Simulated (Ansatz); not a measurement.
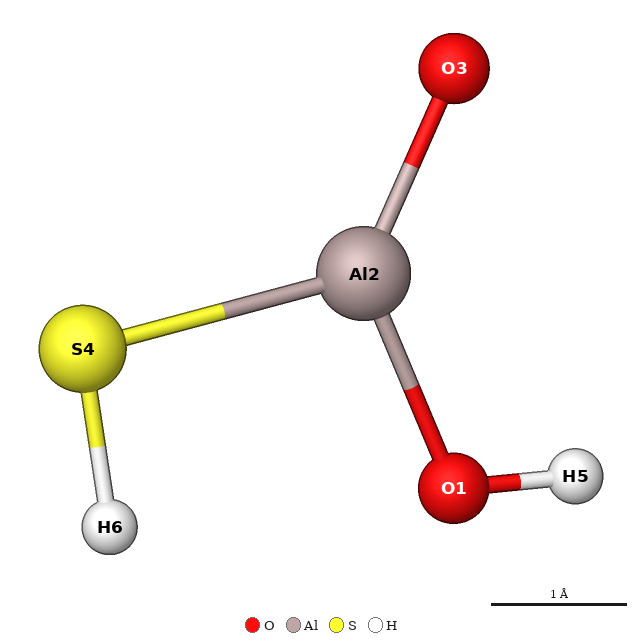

The atoms are numbered. State: charge −1, singlet. The geometry was computed by an optimisation with PBE-D4/def2-SVPD. No frequency run is at hand to confirm it as a minimum.

Give the bond lengths.

| bond | length (Å) |
| --- | --- |
| O1–Al2 | 1.791 |
| O1–H5 | 0.971 |
| Al2–O3 | 1.667 |
| Al2–S4 | 2.285 |
| S4–H6 | 1.364 |
